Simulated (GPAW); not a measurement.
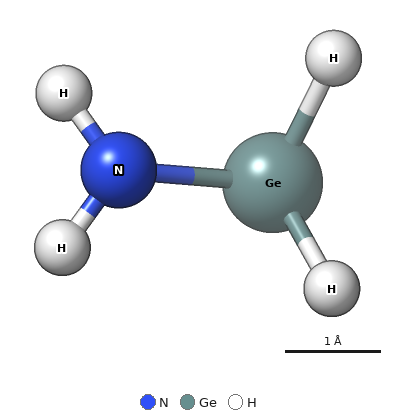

The structure as given in the input (ball-and-stick view, seen at a tilt). Sticks mark near contacts. Bond lengths as drawn: Ge–H 1.56 to 1.57 Å, Ge–N 1.84 Å and H–N 1.01 Å.

## Property calculation of GeNH4

GeNH4, multiplicity 2, computed with PBE/dzp, UKS, scalar-relativistic datasets (GPAW 26.7.0).

The geometry comes from this level: GFN2-xTB.

## Input (run_sp.py)
```python
import numpy as np
from ase.io import read
from ase.units import Debye
from gpaw import GPAW

# Atomic positions
system = read('run.sdf')
system.center(vacuum=4.5)
system.set_initial_magnetic_moments([0.5, 0.5, 0.0, 0.0, 0.0, 0.0])

# GPAW settings
calculator = GPAW(mode='lcao',
                  maxiter=150,
                  symmetry='off',
                  xc='PBE',
                  basis='dzp',
                  occupations={'name': 'fermi-dirac', 'width': 0.0, 'fixmagmom': True},
                  h=0.18,
                  txt='-')
system.calc = calculator

energy = system.get_potential_energy()
print(f'Energy = {energy:.5f} eV')
forces = system.get_forces()
print('Forces (eV/Ang)')
for symbol, f in zip(system.symbols, forces):
    print(f'{symbol:2} {f[0]:9.4f} {f[1]:9.4f} {f[2]:9.4f}')
dipole = system.get_dipole_moment() / Debye
print(f'Dipole = {np.linalg.norm(dipole):.3f} D')
print('Moments:', system.get_magnetic_moments().round(3))
```

## File run.sdf
```

     RDKit          3D

  6  5  0  0  0  0  0  0  0  0999 V2000
    0.1158   -0.8360    0.1096 N   0  0  0  0  0  0  0  0  0  0  0  0
   -0.5659    0.8548   -0.1011 Ge  0  0  0  0  0  3  0  0  0  0  0  0
   -0.0356   -1.5155   -0.6219 H   0  0  0  0  0  0  0  0  0  0  0  0
    0.0034   -1.2941    1.0033 H   0  0  0  0  0  0  0  0  0  0  0  0
    0.2103    1.2325   -1.4079 H   0  0  0  0  0  0  0  0  0  0  0  0
    0.2720    1.5582    1.0179 H   0  0  0  0  0  0  0  0  0  0  0  0
  2  1  1  0
  3  1  1  0
  4  1  1  0
  5  2  1  0
  6  2  1  0
M  RAD  1   2   2
M  END
$$$$
```

Command:
```bash
python run_sp.py > run_sp.log
```

## Log
```
__  _  _
 | _ |_)|_||  |
 |__||  | ||/\| - 26.7.0

units:  Angstrom and eV
cores:  1
OpenMP: False

Versions:
  Python: 3.12.14
  ASE:    3.29.0
  Numpy:  2.5.5
  Scipy:  1.18.1
  Libxc:  7.0.0

        _gpaw.cpython-312-x86_64-linux-gnu.so

Input parameters:
  mode=LCAO(),
  basis={'default': 'dzp'},
  h=0.18,
  maxiter=150,
  occupations=Occupations(name='fermi-dirac', width=0.0, fixmagmom=True),
  symmetry=Symmetry(point_group=False, time_reversal=False),
  xc=XC(name='PBE')
        .-----------------------.
       /|                       |
      / |                       |
     /  |                       |
    /   |                       |
   /    |                       |
  /     |                       |
 *      |                       |
 |      |         H             |
 |      |                       |
 |      |       He              |
 |      |        NH             |
 |      |       H               |
 |      |                       |
 |      .-----------------------.
 |     /                       /
 |    /                       /
 |   /                       /
 |  /                       /
 | /                       /
 |/                       /
 *-----------------------*

Atoms  # Å, Bohr magnetons
|   | symbol |        x |        y |        z |    initial magnetic moments |
|---|--------|----------|----------|----------|-----------------------------|
| 0 |      N | 5.181700 | 5.179500 | 6.017500 | ( 0.0000,  0.0000,  0.5000) |
| 1 |     Ge | 4.500000 | 6.870300 | 5.806800 | ( 0.0000,  0.0000,  0.5000) |
| 2 |      H | 5.030300 | 4.500000 | 5.286000 | ( 0.0000,  0.0000,  0.0000) |
| 3 |      H | 5.069300 | 4.721400 | 6.911200 | ( 0.0000,  0.0000,  0.0000) |
| 4 |      H | 5.276200 | 7.248000 | 4.500000 | ( 0.0000,  0.0000,  0.0000) |
| 5 |      H | 5.337900 | 7.573700 | 6.925800 | ( 0.0000,  0.0000,  0.0000) |

Unit cell  # Å
| periodic |        x |         y |         z |   lengths |    angles |
|----------|----------|-----------|-----------|-----------|-----------|
|       no | 9.837900 |  0.000000 |  0.000000 |  9.837900 | 90.000000 |
|       no | 0.000000 | 12.073700 |  0.000000 | 12.073700 | 90.000000 |
|       no | 0.000000 |  0.000000 | 11.425800 | 11.425800 | 90.000000 |

Number of symmetries: 1
Symmetry operations  # r_c * U_cc + t_c -> r_c
|   | kind |            matrix            |
|---|------|------------------------------|
| 0 |  E   |  1, 0, 0,  0, 1, 0,  0, 0, 1 |

BZ-sampling:
  Number of BZ points: 1
  Number of IBZ points: 1

  Monkhorst-Pack size: [1, 1, 1]
  Monkhorst-Pack shift: [0, 0, 0]

K-points  # in reciprocal-cell coordinates
|   |                                coordinates |     weight |
|---|--------------------------------------------|------------|
| 0 | (  0.00000000,   0.00000000,   0.00000000) | 1.00000000 |

basis functions: 46
Spin-components: 2 (collinear spins)
Bands:           12
Projectors:      22
Spin-degeneracy: 1
Datatype:        <class 'float'>

  Storage: CPU
  Wave functions: 8_832 bytes (8_832 per core)

Parallelization:
  kpt:    1
  domain: 1
  band:   1

Density:
  Valence electrons: 13.0
  Components: 2
  Grid points: [56 68 64]
  Charge: 0.0  # |e|

Potential:
  Grid points: [56 68 64]

species:
  N:
    name:    Nitrogen
    Z:       7.0
    valence: 5
    core:    2
    charge:  0.0  # [|e|]
    file:    N.PBE.gz
    compensation charges:
      type: gauss
      rc: 0.18  # [Å]
      lmax: 2
    cutoffs:
      filter: 1.11  # [Å]
      core: 0.96  # [Å]
    projectors
    | kind |    occ | energy [eV] | rcut [Å] |
    |------|--------|-------------|----------|
    |   2s |  2.000 |     -18.583 |    0.603 |
    |   2p |  3.000 |      -7.089 |    0.529 |
    |    s |        |       8.629 |    0.603 |
    |    p |        |      20.123 |    0.529 |
    |    d |        |       0.000 |    0.577 |

    LCAO basis set for N:
      Name: dzp
      File: N.dzp.basis.gz
      Number of radial functions: 5
      Number of spherical harmonics: 13
        l=0, rc=4.8594 Bohr: 2s-sz confined orbital
        l=1, rc=6.0625 Bohr: 2p-sz confined orbital
        l=0, rc=2.6094 Bohr: 2s-dz split-valence wave
        l=1, rc=3.2656 Bohr: 2p-dz split-valence wave
        l=2, rc=6.0625 Bohr: d-type Gaussian polarization
      Number of RI-basis functions 0

  Ge:
    name:    Germanium
    Z:       32.0
    valence: 4
    core:    28
    charge:  0.0  # [|e|]
    file:    Ge.PBE.gz
    compensation charges:
      type: gauss
      rc: 0.32  # [Å]
      lmax: 2
    cutoffs:
      filter: 1.77  # [Å]
      core: 3.42  # [Å]
    projectors
    | kind |    occ | energy [eV] | rcut [Å] |
    |------|--------|-------------|----------|
    |   4s |  2.000 |     -11.726 |    1.005 |
    |   4p |  2.000 |      -3.896 |    1.005 |
    |    s |        |      15.485 |    1.005 |
    |    p |        |      23.315 |    1.005 |
    |    d |        |       0.000 |    1.005 |

    LCAO basis set for Ge:
      Name: dzp
      File: Ge.dzp.basis.gz
      Number of radial functions: 5
      Number of spherical harmonics: 13
        l=0, rc=6.6406 Bohr: 4s-sz confined orbital
        l=1, rc=8.9688 Bohr: 4p-sz confined orbital
        l=0, rc=3.7500 Bohr: 4s-dz split-valence wave
        l=1, rc=5.3281 Bohr: 4p-dz split-valence wave
        l=2, rc=8.9688 Bohr: d-type Gaussian polarization
      Number of RI-basis functions 0

  H:
    name:    Hydrogen
    Z:       1.0
    valence: 1
    core:    0
    charge:  0.0  # [|e|]
    file:    H.PBE.gz
    compensation charges:
      type: gauss
      rc: 0.15  # [Å]
      lmax: 2
    cutoffs:
      filter: 0.85  # [Å]
      core: 0.53  # [Å]
    projectors
    | kind |    occ | energy [eV] | rcut [Å] |
    |------|--------|-------------|----------|
    |   1s |  1.000 |      -6.494 |    0.476 |
    |    s |        |      20.717 |    0.476 |
    |    p |        |       0.000 |    0.476 |

    LCAO basis set for H:
      Name: dzp
      File: H.dzp.basis.gz
      Number of radial functions: 3
      Number of spherical harmonics: 5
        l=0, rc=6.4219 Bohr: 1s-sz confined orbital
        l=0, rc=3.6094 Bohr: 1s-dz split-valence wave
        l=1, rc=6.4219 Bohr: p-type Gaussian polarization
      Number of RI-basis functions 0

Reference energy: -58629.320006  # eV

eigensolver:
  <gpaw.new.lcao.eigensolver.LCAOEigensolver object at 0x7898f39d1340>
density mixing:
  MSR1-Mixer
  Pratt-step length: 0.05
  Maximum mixing coefficient: 0.75
  Old densities: 10
  SVD Regularization: 0.005
  Good broyden scale: 1.0
  Trust region scale: 1.0
  Backstep threshold: 4.0
  History deletion threshold: 6.0
  Fourier metric: weight=20.0, sigma=0.015

occupation numbers:
  Fixed magnetic moment: 1.000
  # Zero width

FastPoissonSolver using
    Stencil: 6*3+1=19 point O(h^6) finite-difference Laplacian
    FFT axes: []
    FST axes: [np.int64(0), np.int64(2), np.int64(1)]

xc functional:
  name: PBE with 2 nearest neighbor stencil
interpolation: tri-quintic # 5. degree polynomial

        .-----------------------.
       /|                       |
      / |                       |
     /  |                       |
    /   |                       |
   /    |                       |
  /     |                       |
 *      |                       |
 |      |         H             |
 |      |                       |
 |      |       He              |
 |      |        NH             |
 |      |       H               |
 |      |                       |
 |      .-----------------------.
 |     /                       /
 |    /                       /
 |   /                       /
 |  /                       /
 | /                       /
 |/                       /
 *-----------------------*

Atoms  # Å, Bohr magnetons
|   | symbol |        x |        y |        z |    initial magnetic moments |
|---|--------|----------|----------|----------|-----------------------------|
| 0 |      N | 5.181700 | 5.179500 | 6.017500 | ( 0.0000,  0.0000,  0.5000) |
| 1 |     Ge | 4.500000 | 6.870300 | 5.806800 | ( 0.0000,  0.0000,  0.5000) |
| 2 |      H | 5.030300 | 4.500000 | 5.286000 | ( 0.0000,  0.0000,  0.0000) |
| 3 |      H | 5.069300 | 4.721400 | 6.911200 | ( 0.0000,  0.0000,  0.0000) |
| 4 |      H | 5.276200 | 7.248000 | 4.500000 | ( 0.0000,  0.0000,  0.0000) |
| 5 |      H | 5.337900 | 7.573700 | 6.925800 | ( 0.0000,  0.0000,  0.0000) |

Unit cell  # Å
| periodic |        x |         y |         z |   lengths |    angles |
|----------|----------|-----------|-----------|-----------|-----------|
|       no | 9.837900 |  0.000000 |  0.000000 |  9.837900 | 90.000000 |
|       no | 0.000000 | 12.073700 |  0.000000 | 12.073700 | 90.000000 |
|       no | 0.000000 |  0.000000 | 11.425800 | 11.425800 | 90.000000 |

Number of symmetries: 1
Symmetry operations  # r_c * U_cc + t_c -> r_c
|   | kind |            matrix            |
|---|------|------------------------------|
| 0 |  E   |  1, 0, 0,  0, 1, 0,  0, 0, 1 |

BZ-sampling:
  Number of BZ points: 1
  Number of IBZ points: 1

  Monkhorst-Pack size: [1, 1, 1]
  Monkhorst-Pack shift: [0, 0, 0]

K-points  # in reciprocal-cell coordinates
|   |                                coordinates |     weight |
|---|--------------------------------------------|------------|
| 0 | (  0.00000000,   0.00000000,   0.00000000) | 1.00000000 |

basis functions: 46
Spin-components: 2 (collinear spins)
Bands:           12
Projectors:      22
Spin-degeneracy: 1
Datatype:        <class 'float'>

  Storage: CPU
  Wave functions: 8_832 bytes (8_832 per core)

Parallelization:
  kpt:    1
  domain: 1
  band:   1

Density:
  Valence electrons: 13.0
  Components: 2
  Grid points: [56 68 64]
  Charge: 0.0  # |e|

Potential:
  Grid points: [56 68 64]

species:
  N:
    name:    Nitrogen
    Z:       7.0
    valence: 5
    core:    2
    charge:  0.0  # [|e|]
    file:    N.PBE.gz
    compensation charges:
      type: gauss
      rc: 0.18  # [Å]
      lmax: 2
    cutoffs:
      filter: 1.11  # [Å]
      core: 0.96  # [Å]
    projectors
    | kind |    occ | energy [eV] | rcut [Å] |
    |------|--------|-------------|----------|
    |   2s |  2.000 |     -18.583 |    0.603 |
    |   2p |  3.000 |      -7.089 |    0.529 |
    |    s |        |       8.629 |    0.603 |
    |    p |        |      20.123 |    0.529 |
    |    d |        |       0.000 |    0.577 |

    LCAO basis set for N:
      Name: dzp
      File: N.dzp.basis.gz
      Number of radial functions: 5
      Number of spherical harmonics: 13
        l=0, rc=4.8594 Bohr: 2s-sz confined orbital
        l=1, rc=6.0625 Bohr: 2p-sz confined orbital
        l=0, rc=2.6094 Bohr: 2s-dz split-valence wave
        l=1, rc=3.2656 Bohr: 2p-dz split-valence wave
        l=2, rc=6.0625 Bohr: d-type Gaussian polarization
      Number of RI-basis functions 0

  Ge:
    name:    Germanium
    Z:       32.0
    valence: 4
    core:    28
    charge:  0.0  # [|e|]
    file:    Ge.PBE.gz
    compensation charges:
      type: gauss
      rc: 0.32  # [Å]
      lmax: 2
    cutoffs:
      filter: 1.77  # [Å]
      core: 3.42  # [Å]
    projectors
    | kind |    occ | energy [eV] | rcut [Å] |
    |------|--------|-------------|----------|
    |   4s |  2.000 |     -11.726 |    1.005 |
    |   4p |  2.000 |      -3.896 |    1.005 |
    |    s |        |      15.485 |    1.005 |
    |    p |        |      23.315 |    1.005 |
    |    d |        |       0.000 |    1.005 |

    LCAO basis set for Ge:
      Name: dzp
      File: Ge.dzp.basis.gz
      Number of radial functions: 5
      Number of spherical harmonics: 13
        l=0, rc=6.6406 Bohr: 4s-sz confined orbital
        l=1, rc=8.9688 Bohr: 4p-sz confined orbital
        l=0, rc=3.7500 Bohr: 4s-dz split-valence wave
        l=1, rc=5.3281 Bohr: 4p-dz split-valence wave
        l=2, rc=8.9688 Bohr: d-type Gaussian polarization
      Number of RI-basis functions 0

  H:
    name:    Hydrogen
    Z:       1.0
    valence: 1
    core:    0
    charge:  0.0  # [|e|]
    file:    H.PBE.gz
    compensation charges:
      type: gauss
      rc: 0.15  # [Å]
      lmax: 2
    cutoffs:
      filter: 0.85  # [Å]
      core: 0.53  # [Å]
    projectors
    | kind |    occ | energy [eV] | rcut [Å] |
    |------|--------|-------------|----------|
    |   1s |  1.000 |      -6.494 |    0.476 |
    |    s |        |      20.717 |    0.476 |
    |    p |        |       0.000 |    0.476 |

    LCAO basis set for H:
      Name: dzp
      File: H.dzp.basis.gz
      Number of radial functions: 3
      Number of spherical harmonics: 5
        l=0, rc=6.4219 Bohr: 1s-sz confined orbital
        l=0, rc=3.6094 Bohr: 1s-dz split-valence wave
        l=1, rc=6.4219 Bohr: p-type Gaussian polarization
      Number of RI-basis functions 0

Reference energy: -58629.320006  # eV

eigensolver:
  <gpaw.new.lcao.eigensolver.LCAOEigensolver object at 0x7898f3878ce0>
density mixing:
  MSR1-Mixer
  Pratt-step length: 0.05
  Maximum mixing coefficient: 0.75
  Old densities: 10
  SVD Regularization: 0.005
  Good broyden scale: 1.0
  Trust region scale: 1.0
  Backstep threshold: 4.0
  History deletion threshold: 6.0
  Fourier metric: weight=20.0, sigma=0.015

occupation numbers:
  Fixed magnetic moment: 1.000
  # Zero width

FastPoissonSolver using
    Stencil: 6*3+1=19 point O(h^6) finite-difference Laplacian
    FFT axes: []
    FST axes: [np.int64(0), np.int64(2), np.int64(1)]

xc functional:
  name: PBE with 2 nearest neighbor stencil
interpolation: tri-quintic # 5. degree polynomial

Initialization done in: 4.345 s

convergence criteria:
- Maximum [total energy] change in last 3 cyles: 0.0005 eV / valence electron
- Maximum integral of absolute [dens]ity change: 0.0001 electrons / valence electron
- Maximum integral of absolute [eigenst]ate change: 4e-08 eV^2 / valence electron
maximum number of iterations: 150

SCF iterations
|iter     |     time |      energy | eigst |  dens |  magmom |
|---------|----------|-------------|-------|-------|---------|
|iter:   1| 00:00:04 |  -25.680259 |      c|       |  +0.9996|
|iter:   2| 00:00:05 |  -25.240332 |      c| -0.50 |  +0.9996|
|iter:   3| 00:00:06 |  -24.076799 |      c| -0.54 |  +0.9998|
|iter:   4| 00:00:07 |  -24.068106 |      c| -1.04 |  +0.9999|
|iter:   5| 00:00:08 |  -24.050041 |      c| -1.29 |  +1.0000|
|iter:   6| 00:00:09 |  -24.050999 |      c| -1.90 |  +1.0000|
|iter:   7| 00:00:10 |  -24.051170c|      c| -2.42 |  +1.0000|
|iter:   8| 00:00:11 |  -24.051188c|      c| -3.03 |  +1.0000|
|iter:   9| 00:00:12 |  -24.051193c|      c| -3.45 |  +1.0000|
|iter:  10| 00:00:13 |  -24.051193c|      c| -4.05c|  +1.0000|

Converged in 10 steps
SCF loop duration: 8.552 s (0.855 s/step)
Energy contributions relative to reference atoms: (reference = -58629.320006)

Energy contributions:
  Kinetic:          36.863931
  Coulomb:         -36.996346
  Zero:              0.265845
  External:          0.000000
  Xc:              -24.184623
  Entropy:           0.000000
  Spinorbit:         0.000000
  ----------------------------
  Free energy:     -24.051193
  Extrapolated:    -24.051193

dipole moment: (-0.114540, -0.311139, 0.045608)  # |e|*Ang

Total magnetic moment: (0.000000, 0.000000, 0.999992)

Local magnetic moments
|        x |        y |         z |
|----------|----------|-----------|
| 0.000000 | 0.000000 |  0.109735 |  # N    0
| 0.000000 | 0.000000 |  0.164824 |  # Ge   1
| 0.000000 | 0.000000 | -0.001347 |  # H    2
| 0.000000 | 0.000000 | -0.001354 |  # H    3
| 0.000000 | 0.000000 |  0.028251 |  # H    4
| 0.000000 | 0.000000 |  0.028283 |  # H    5

Fermi levels: -1.643, -3.996
Eigenvalues  # (at kpt = [0.000, 0.000, 0.000])
| band index |      eig [eV] | occ [0-1] |      eig [eV] | occ [0-1] |
|------------|---------------|-----------|---------------|-----------|
|          0 |       -21.231 |     1.000 |       -20.933 |     1.000 |
|          1 |       -13.456 |     1.000 |       -13.183 |     1.000 |
|          2 |       -12.052 |     1.000 |       -11.947 |     1.000 |
|          3 |        -8.926 |     1.000 |        -8.682 |     1.000 |
|          4 |        -7.684 |     1.000 |        -7.386 |     1.000 |
|          5 |        -7.220 |     1.000 |        -6.545 |     1.000 |
|          6 |        -4.523 |     1.000 |        -3.469 |     0.000 |
|          7 |         0.183 |     0.000 |         0.475 |     0.000 |
|          8 |         1.312 |     0.000 |         1.802 |     0.000 |
|          9 |         2.077 |     0.000 |         2.342 |     0.000 |
|         10 |         2.622 |     0.000 |         2.822 |     0.000 |
|         11 |         3.288 |     0.000 |         3.334 |     0.000 |

Gap: 3.653 eV
Transition (v -> c):
  (s=1, k=0, n=6, [0.00, 0.00, 0.00]) -> (s=0, k=0, n=7, [0.00, 0.00, 0.00])
No difference between direct/indirect transitions
vacuum-level: 0.000  # V
Energy = -24.05119 eV

Forces  # eV/Ang
|        x |        y |        z |
|----------|----------|----------|
|  0.66722 | -0.24224 |  0.10011 |  # N    0
| -0.13493 |  0.68610 | -0.11138 |  # Ge   1
| -0.23453 | -0.64978 | -0.82752 |  # H    2
| -0.19177 | -0.39832 |  0.94329 |  # H    3
| -0.08485 |  0.20422 | -0.44595 |  # H    4
| -0.05298 |  0.33440 |  0.39134 |  # H    5

Force computation time: 0.261  # s
Forces (eV/Ang)
N     0.6672   -0.2422    0.1001
Ge   -0.1349    0.6861   -0.1114
H    -0.2345   -0.6498   -0.8275
H    -0.1918   -0.3983    0.9433
H    -0.0848    0.2042   -0.4460
H    -0.0530    0.3344    0.3913
Dipole = 1.608 D
Moments: [ 0.11   0.165 -0.001 -0.001  0.028  0.028]
```

## Results in brief

| quantity | value |
| --- | --- |
| outcome | converged |
| energy relative to the program's reference atoms | −24.0512 eV |
| basis functions | 46 |
| largest force | 1.078 eV/Å |
| dipole moment | 1.61 D |
| hardware | 1 thread of Intel Xeon (Granite Rapids), 12 GiB of memory available, shared host |
| wall time | 14 s |
| peak memory | 0.88 GiB |
